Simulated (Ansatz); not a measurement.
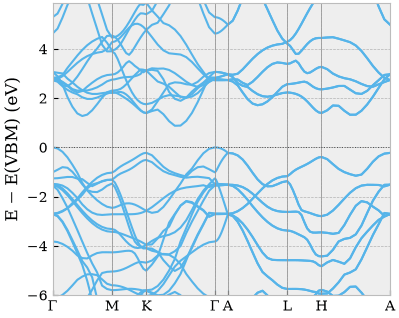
*Band structure from the program Ansatz at the LDA level (PAW)*

Read off the gap and where the band edges lie.

About 0.9 eV (0.86 eV by a search for the band edges); maximum at Γ, minimum on the K–Γ line, 45 % of the way from K.

The material is WSe₂ in space group P6_3/mmc (No. 194; W on 2c, Se on 4f).

The cell was relaxed with LDA under the symmetry of its start; phonons on a q-mesh show no instability. No spin polarisation was allowed. A crystal of weakly bound layers computed without a dispersion correction: the cell and the soft elastic constants depend strongly on that. Scalar-relativistic: spin–orbit coupling is off unless named, which matters more the heavier the elements.

Potentials: the later of the program's two PAW sets.
